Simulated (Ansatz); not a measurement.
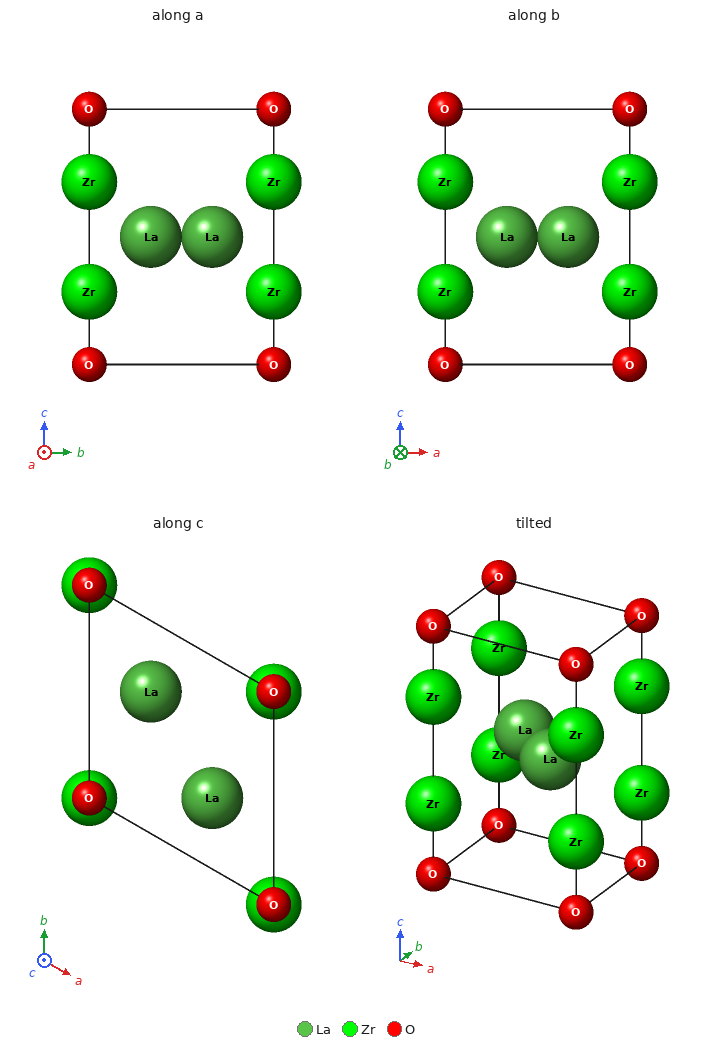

Figure: spheres-only view along the a axis, along the b axis, along the c axis and slightly off an axis. The frame is the conventional unit cell; atoms at its boundary are shown with their periodic copies.

Lattice parameters: a = 5.676 Å, b = 5.676 Å, c = 6.807 Å, α = 90.00°, β = 90.00°, γ = 120.00°. Put a along x and b in the xy plane.

Question: Set out the cell and atoms as a POSCAR file, with free fractional coordinates to two decimals.

Answer:
```
La Zr O
1.0
     5.676    0.000    0.000
    -2.838    4.916    0.000
     0.000    0.000    6.807
La Zr O
2 2 1
Direct
  0.3333 0.6667 0.50
  0.6667 0.3333 0.50
  0.00 0.00 0.72
  0.00 0.00 0.28
  0.00 0.00 0.00
```

Its origin is a random cell made by a generator, so it need not be a real form of the compound. The picture shows the end point of a geometry optimisation with DFT PBE, scalar-relativistic, plane waves, PAW (Ansatz).
